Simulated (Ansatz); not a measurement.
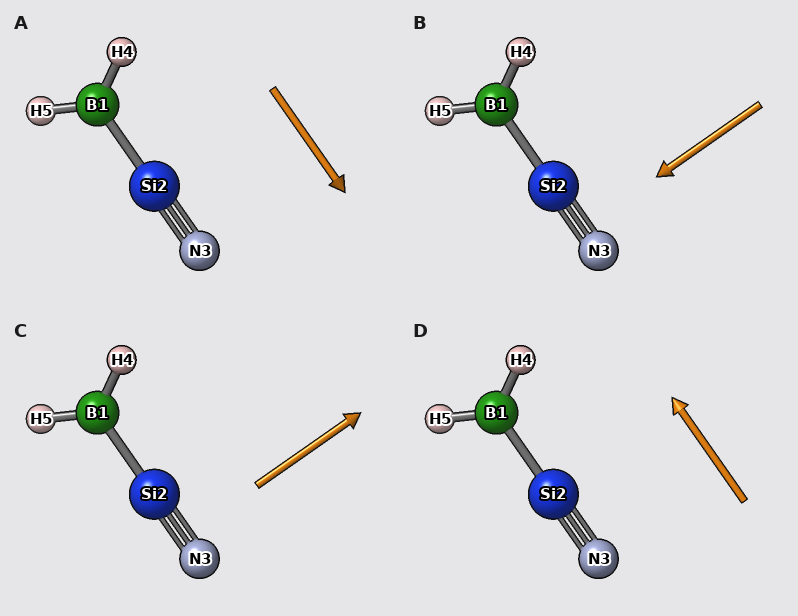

The same molecule four times, each with an arrow. The geometry was computed by an optimisation with PBE0-D4/def2-TZVP. No frequency run is at hand to confirm it as a minimum. Level of theory: RKS PBE0-D4/def2-TZVP (Ansatz 0.2.0).

Which arrow points along the dipole moment, from the negative to the positive end?

D. The dipole moment is 5.03 D; it points from the side of N3 to the side of H4, H5 (the outermost atoms at the two ends).
